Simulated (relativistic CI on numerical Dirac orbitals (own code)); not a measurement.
**W³⁺ (5d3) in crystal fields: levels and magnetism**

Aim: the levels, ground state and powder susceptibility of W³⁺ in 6 parametric crystal fields.

Program: relativistic CI on numerical Dirac orbitals (own code) version 2. Level of theory: Dirac-Coulomb-Breit CI, KLI orbitals optimised for each configuration, model QED (radiative potential, 1s self-energy scaled to tabulated hydrogen-like ionisation energies), valence Slater integrals scaled by 0.9, one configuration in a parametric crystal field. These are calculated values, not measurements, unless marked.

## (1) Starting point

```
ion            : W³⁺ (W IV)
nuclear charge : 74
electrons      : 71
open shell     : 5d3
Slater scale   : 0.9
field 1 (cm⁻¹) : Td, 10Dq = -3100
field 2 (cm⁻¹) : Td, 10Dq = -5600
field 3 (cm⁻¹) : Td, 10Dq = -8100
field 4 (cm⁻¹) : Td, 10Dq = -10600
field 5 (cm⁻¹) : Td, 10Dq = -13100
field 6 (cm⁻¹) : Td, 10Dq = -15600
```

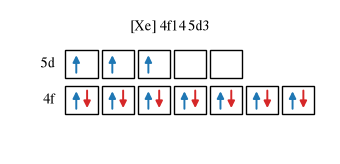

Outer shells as boxes.

## (2) Field 1: Td, 10Dq = -3100

The run's settings:

```ini
atom W  Z=74  charge=3  electrons=71
nucleus A=184  rms_radius_fm=5.3658
hamiltonian dirac-coulomb  breit=on  qed=on  c_scale=1
orbitals kli  potential=per-configuration
slater_scale 0.9
correlation none
mixing on
configurations
  [Xe] 4f14 5d3
end
crystal_field Td 10Dq=-3100
```

The program writes no log. Results of the run, from its result record (rounded, main fields):

```text
status: converged
cf_levels [E_cm, degeneracy, irrep, S_eff, L_eff, J_eff, g_principal]:
  - [0, 4, "G8", 1.442, 2.939, 1.731, "-"]
  - [2266.5, 2, "G7", 1.484, 2.981, 2.59, [1.974, 1.974, 1.974]]
  - [3638.9, 4, "G8", 1.475, 2.983, 2.733, "-"]
  - [6210.9, 2, "G6", 1.461, 3.038, 3.736, [0.17, 0.17, 0.17]]
  - [6244.8, 4, "G8", 1.45, 3.013, 3.514, "-"]
  - [6491.5, 2, "G7", 1.45, 3.053, 3.429, [3.858, 3.858, 3.858]]
  - [8180.6, 2, "G6", 1.387, 3.169, 4.242, [2.039, 2.039, 2.039]]
  - [8664.7, 4, "G8", 1.338, 3.234, 4.333, "-"]
  - [10821, 4, "G8", 1.261, 3.371, 4.269, "-"]
  - [12553.3, 4, "G8", 1.108, 1.985, 2.341, "-"]
  - [13691.2, 2, "G6", 1.268, 1.527, 1.21, "-"]
  - [14650.5, 4, "G8", 0.8979, 3.605, 3.538, "-"]
  - [15485.3, 2, "G7", 0.5929, 3.891, 3.495, "-"]
  - [15583.9, 2, "G6", 0.6775, 4.192, 4.097, "-"]
  - [16206, 4, "G8", 0.7185, 4.294, 4.364, "-"]
  - [17476.5, 2, "G6", 0.6986, 3.98, 3.823, "-"]
  - [17969.7, 4, "G8", 1.302, 2.125, 3.01, "-"]
  - [17988.6, 2, "G7", 1.447, 1.185, 2.544, "-"]
  - "... 21 more rows left out ..."
chiT [K, cm3 K/mol]: [[2, 0.0894028], [5, 0.0899518], [10, 0.0908666], [20, 0.0926964], [50, 0.0981857], [100, 0.107334], [200, 0.125632], [300, 0.143935]]
stabilisation [cm-1]: -718.731
radial 5d3 [Ha, bohr]: {"<r^-3>(5d)": 8.9378, "<r^1>(5d)": 1.7556, "<r^2>(5d)": 3.559, "<r^4>(5d)": 21.092, "F2(5d,5d)": 0.2695, "F4(5d,5d)": 0.17832, "zeta(5d)": 0.011076}
n_levels_all: 39
free-ion levels [i, E_cm, J2, term, w_term]:
  - [0, 0, 3, "4F", 0.9244]
  - [1, 2863.7538, 5, "4F", 0.9734]
  - [2, 5798.5043, 7, "4F", 0.9494]
  - [3, 8430.305, 9, "4F", 0.8302]
  - [4, 12060.618, 3, "4P", 0.5826]
  - [5, 13062.089, 1, "4P", 0.8089]
  - [6, 15722.666, 7, "2G", 0.9347]
  - [7, 16269.95, 9, "2H", 0.5424]
  - [8, 17231.545, 5, "4P", 0.9448]
  - [9, 19569.537, 3, "2D", 0.5031]
  - [10, 20772.976, 1, "2P", 0.8089]
  - [11, 22148.28, 11, "2H", 1]
  - [12, 23734.528, 9, "2G", 0.52]
  - [13, 24331.961, 5, "2D", 0.9314]
  - [14, 27217.927, 3, "2P", 0.581]
  - [15, 31020.56, 7, "2F", 0.9765]
  - [16, 31243.527, 5, "2F", 0.9296]
  - [17, 46797.335, 5, "2D", 0.9272]
  - "... 1 more rows left out ..."
```

Wall time 0.33 s (1 thread, shared host).

## (3) Field 2: Td, 10Dq = -5600

The settings differ from step 2 so:

```diff
@@ -10,2 +10,2 @@
 end
-crystal_field Td 10Dq=-3100
+crystal_field Td 10Dq=-5600
```

Result record:

```text
status: converged
cf_levels [E_cm, degeneracy, irrep, S_eff, L_eff, J_eff, g_principal]:
  - [0, 4, "G8", 1.43, 2.949, 1.991, "-"]
  - [2072.1, 2, "G7", 1.488, 2.973, 2.669, [1.817, 1.817, 1.817]]
  - [4003.7, 4, "G8", 1.474, 2.978, 3.125, "-"]
  - [6207, 2, "G6", 1.46, 3.001, 3.99, [2.381, 2.381, 2.381]]
  - [7407.5, 4, "G8", 1.413, 2.983, 3.374, "-"]
  - [7917.1, 2, "G7", 1.428, 3.068, 3.364, [3.608, 3.608, 3.608]]
  - [9295.6, 4, "G8", 1.141, 3.473, 3.999, "-"]
  - [9355.2, 2, "G6", 1.372, 3.2, 3.942, [0.535, 0.535, 0.535]]
  - [11877.5, 4, "G8", 1.001, 3.538, 3.828, "-"]
  - [13999.6, 4, "G8", 1.149, 3.069, 3.757, "-"]
  - [14559.5, 2, "G6", 1.056, 2.618, 2.424, "-"]
  - [14974.5, 4, "G8", 1.133, 2.629, 2.997, "-"]
  - [15628.4, 2, "G7", 0.6328, 3.823, 3.5, "-"]
  - [15760.5, 2, "G6", 0.8493, 3.742, 3.779, "-"]
  - "... 25 more rows left out ..."
chiT [K, cm3 K/mol]: [[2, 0.116249], [5, 0.116899], [10, 0.117983], [20, 0.120151], [50, 0.126655], [100, 0.137494], [200, 0.159173], [300, 0.180861]]
stabilisation [cm-1]: -1971.97
n_levels_all: 39
```

Run time: 0.33 s. Hardware: 1 thread, shared host.

## (4) Field 3: Td, 10Dq = -8100

The settings differ from step 3 so:

```diff
@@ -10,2 +10,2 @@
 end
-crystal_field Td 10Dq=-5600
+crystal_field Td 10Dq=-8100
```

Result record:

```text
status: converged
cf_levels [E_cm, degeneracy, irrep, S_eff, L_eff, J_eff, g_principal]:
  - [0, 4, "G8", 1.401, 2.972, 2.239, "-"]
  - [2076.9, 2, "G7", 1.49, 2.96, 2.719, [1.675, 1.675, 1.675]]
  - [4170.9, 4, "G8", 1.472, 2.958, 3.341, "-"]
  - [6177.9, 2, "G6", 1.464, 2.958, 4.045, [3.206, 3.206, 3.206]]
  - [8486.9, 4, "G8", 0.9318, 3.575, 3.581, "-"]
  - [9354.4, 4, "G8", 1.264, 3.28, 3.436, "-"]
  - [9698.4, 2, "G7", 1.382, 3.107, 3.327, [3.306, 3.306, 3.306]]
  - [11027.2, 2, "G6", 1.298, 3.345, 3.88, [1.307, 1.307, 1.307]]
  - [12539.1, 4, "G8", 1.259, 3.372, 4.09, "-"]
  - [15193.7, 2, "G6", 0.8668, 3.56, 3.504, "-"]
  - [15704.7, 4, "G8", 0.8516, 4.006, 4.305, "-"]
  - [15956.6, 4, "G8", 1.076, 2.102, 2.506, "-"]
  - [15990.6, 2, "G7", 0.7076, 3.742, 3.506, "-"]
  - [16593.5, 2, "G6", 0.9661, 2.982, 3.115, "-"]
  - "... 25 more rows left out ..."
chiT [K, cm3 K/mol]: [[2, 0.156862], [5, 0.157574], [10, 0.15876], [20, 0.161131], [50, 0.168246], [100, 0.180105], [200, 0.203822], [300, 0.227545]]
stabilisation [cm-1]: -3593.86
n_levels_all: 39
```

Run time: 0.33 s. Hardware: 1 thread, shared host.

## (5) Field 4: Td, 10Dq = -10600

The settings differ from step 4 so:

```diff
@@ -10,2 +10,2 @@
 end
-crystal_field Td 10Dq=-8100
+crystal_field Td 10Dq=-10600
```

Result record:

```text
status: converged
cf_levels [E_cm, degeneracy, irrep, S_eff, L_eff, J_eff, g_principal]:
  - [0, 4, "G8", 1.34, 3.03, 2.499, "-"]
  - [2307.7, 2, "G7", 1.492, 2.945, 2.749, [1.576, 1.576, 1.576]]
  - [4409.7, 4, "G8", 1.465, 2.945, 3.442, "-"]
  - [6337.9, 2, "G6", 1.469, 2.923, 4.046, [3.515, 3.515, 3.515]]
  - [7385.5, 4, "G8", 0.7984, 3.805, 3.594, "-"]
  - [11100.8, 4, "G8", 1.294, 3.07, 3.356, "-"]
  - [11641.7, 2, "G7", 1.282, 3.197, 3.325, [2.898, 2.898, 2.898]]
  - [12727.3, 2, "G6", 1.11, 3.69, 4.008, [1.333, 1.333, 1.333]]
  - [14090.3, 4, "G8", 1.147, 3.644, 4.11, "-"]
  - [16001.1, 2, "G6", 0.9492, 3.483, 3.556, "-"]
  - [16617.4, 4, "G8", 1.024, 3.797, 4.264, "-"]
  - [16721.7, 2, "G7", 0.8503, 3.627, 3.495, "-"]
  - [17371.1, 4, "G8", 0.9805, 2.386, 2.719, "-"]
  - [17771.8, 2, "G6", 0.9416, 2.916, 3.152, "-"]
  - "... 25 more rows left out ..."
chiT [K, cm3 K/mol]: [[2, 0.201135], [5, 0.201857], [10, 0.203061], [20, 0.205468], [50, 0.21269], [100, 0.224726], [200, 0.248799], [300, 0.272874]]
stabilisation [cm-1]: -5541.17
n_levels_all: 39
```

It took 0.33 s on 1 thread, shared host.

## (6) Field 5: Td, 10Dq = -13100

The settings differ from step 5 so:

```diff
@@ -10,2 +10,2 @@
 end
-crystal_field Td 10Dq=-10600
+crystal_field Td 10Dq=-13100
```

Result record:

```text
status: converged
cf_levels [E_cm, degeneracy, irrep, S_eff, L_eff, J_eff, g_principal]:
  - [0, 4, "G8", 1.224, 3.154, 2.813, "-"]
  - [2861.7, 2, "G7", 1.493, 2.929, 2.769, [1.508, 1.508, 1.508]]
  - [4870.9, 4, "G8", 1.435, 2.976, 3.479, "-"]
  - [6500, 4, "G8", 0.9737, 3.668, 3.459, "-"]
  - [6820.2, 2, "G6", 1.472, 2.896, 4.035, [3.661, 3.661, 3.661]]
  - [13080.3, 4, "G8", 1.163, 3.141, 3.444, "-"]
  - [13592.2, 2, "G7", 1.089, 3.356, 3.368, [2.289, 2.289, 2.289]]
  - [14182, 2, "G6", 0.8375, 4.112, 4.25, [0.976, 0.976, 0.976]]
  - [15588.5, 4, "G8", 0.8455, 4.136, 4.217, "-"]
  - [17425.2, 2, "G6", 0.9867, 2.974, 3.06, "-"]
  - [18140.7, 2, "G7", 1.072, 3.45, 3.447, "-"]
  - [18302.6, 4, "G8", 1.264, 3.183, 3.9, "-"]
  - [19006.5, 4, "G8", 0.9834, 2.707, 3.139, "-"]
  - [19330.6, 2, "G6", 1.064, 3.085, 3.522, "-"]
  - "... 25 more rows left out ..."
chiT [K, cm3 K/mol]: [[2, 0.239099], [5, 0.239781], [10, 0.240919], [20, 0.243194], [50, 0.250019], [100, 0.261395], [200, 0.284147], [300, 0.306899]]
stabilisation [cm-1]: -7875.98
n_levels_all: 39
```

Wall time 0.32 s (1 thread, shared host).

## (7) Field 6: Td, 10Dq = -15600

The settings differ from step 6 so:

```diff
@@ -10,2 +10,2 @@
 end
-crystal_field Td 10Dq=-13100
+crystal_field Td 10Dq=-15600
```

Result record:

```text
status: converged
cf_levels [E_cm, degeneracy, irrep, S_eff, L_eff, J_eff, g_principal]:
  - [0, 4, "G8", 1.047, 3.345, 3.163, "-"]
  - [3877.8, 2, "G7", 1.494, 2.915, 2.782, [1.462, 1.462, 1.462]]
  - [5586.9, 4, "G8", 1.335, 3.152, 3.361, "-"]
  - [6578.3, 4, "G8", 1.267, 3.303, 3.369, "-"]
  - [7771.3, 2, "G6", 1.475, 2.875, 4.021, [3.74, 3.74, 3.74]]
  - [15137.7, 4, "G8", 0.9796, 3.286, 3.586, "-"]
  - [15497.4, 2, "G7", 0.8589, 3.517, 3.439, [1.639, 1.639, 1.639]]
  - [15588.1, 2, "G6", 0.6685, 4.335, 4.41, [0.743, 0.743, 0.743]]
  - [17049.2, 4, "G8", 0.696, 4.335, 4.276, "-"]
  - [19215.5, 2, "G6", 0.7967, 2.663, 2.618, "-"]
  - [20565.9, 2, "G7", 1.274, 3.263, 3.374, "-"]
  - [20592.7, 4, "G8", 0.9928, 2.621, 3.046, "-"]
  - [21442.9, 4, "G8", 1.317, 3.083, 3.932, "-"]
  - [21801, 2, "G6", 1.295, 3.165, 3.791, "-"]
  - "... 25 more rows left out ..."
chiT [K, cm3 K/mol]: [[2, 0.259148], [5, 0.259762], [10, 0.260785], [20, 0.262832], [50, 0.268972], [100, 0.279206], [200, 0.299673], [300, 0.32014]]
stabilisation [cm-1]: -10717.4
n_levels_all: 39
```

It took 0.32 s on 1 thread, shared host.

## (8) Comparison of the fields

| field | ground state | degeneracy | S | J | first gap (cm⁻¹) | stabilisation (cm⁻¹) | χT at 2 K | χT at 300 K |
| --- | --- | --- | --- | --- | --- | --- | --- | --- |
| 1: Td | G8 | 4 | 1.44 | 1.73 | 2267 | -719 | 0.089 | 0.144 |
| 2: Td | G8 | 4 | 1.43 | 1.99 | 2072 | -1972 | 0.116 | 0.181 |
| 3: Td | G8 | 4 | 1.40 | 2.24 | 2077 | -3594 | 0.157 | 0.228 |
| 4: Td | G8 | 4 | 1.34 | 2.50 | 2308 | -5541 | 0.201 | 0.273 |
| 5: Td | G8 | 4 | 1.22 | 2.81 | 2862 | -7876 | 0.239 | 0.307 |
| 6: Td | G8 | 4 | 1.05 | 3.16 | 3878 | -10717 | 0.259 | 0.320 |

χT is in cm³ K/mol; stabilisation counts from the free ion's lowest level; S and J come from the expectation values of their squares.

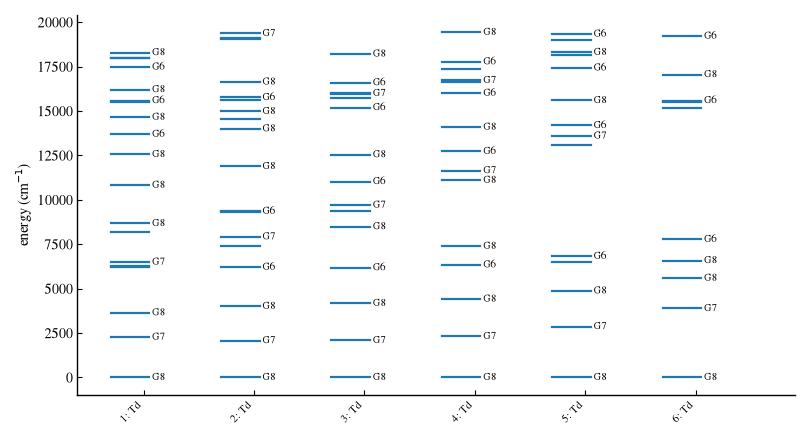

The lowest levels in each field.

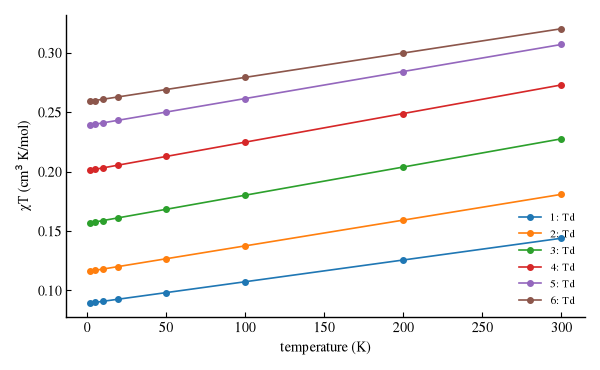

χT against temperature, by Van Vleck's formula.

## (9) Outcome

| quantity | value |
| --- | --- |
| ground spin (effective S from ⟨S²⟩) | 1: 1.44, 2: 1.43, 3: 1.40, 4: 1.34, 5: 1.22, 6: 1.05 |
| χT at 300 K | 0.14 to 0.32 cm³ K/mol |

What this shows: S of the ground state lies between 1.05 and 1.44: spin-orbit coupling mixes spin states. The field is a set of parameters, without covalency or charge transfer.
